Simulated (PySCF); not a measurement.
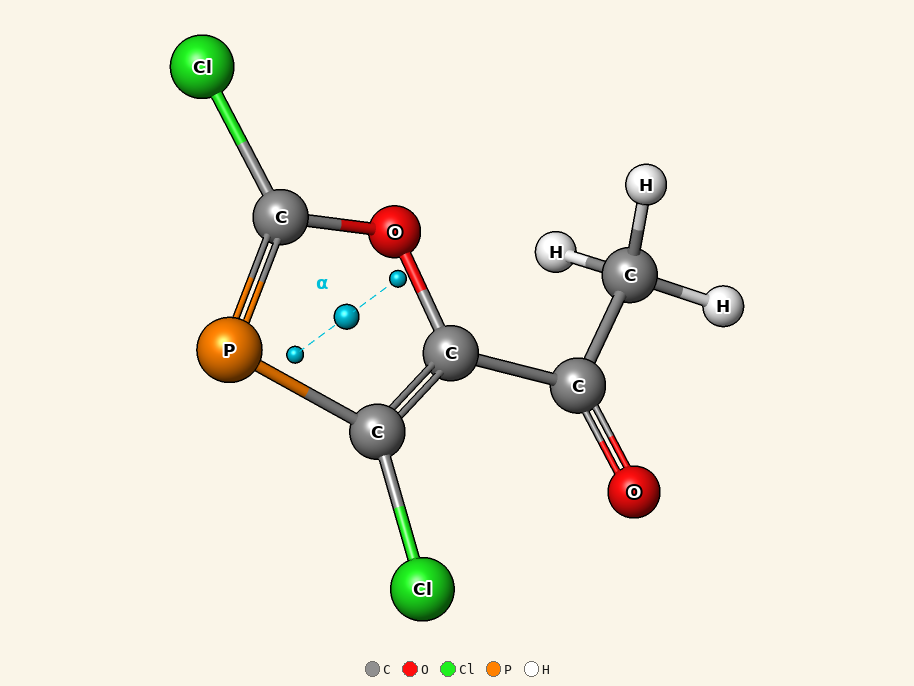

The small points mark where nucleus-independent chemical shifts (NICS) were computed: at the centre of each lettered ring and 1 Å above and below it. The computed structure is the end point of a GFN2-xTB optimisation. No frequency run is at hand to confirm it as a minimum. Method: GIAO PBE0/pcSseg-1 NMR shielding, non-relativistic, gas phase (PySCF 2.14.0).

Give NICS(0), NICS(1) and the out-of-plane component NICS(1)zz for each ring (means of the two sides).

| ring | members | NICS(0) | NICS(1) | NICS(1)zz |
| --- | --- | --- | --- | --- |
| α | C3OP | −10.7 | −9.5 | −19.0 |

Values in ppm.

Question. What do the values say about the ring currents?

Answer. Ring α: diatropic, as in an aromatic ring. NICS is one index among several.

The geometry is semi-empirical. Around P such bond lengths and angles can be off by a tenth of an ångström or more and by several degrees, and values that hang on the shape move with them.
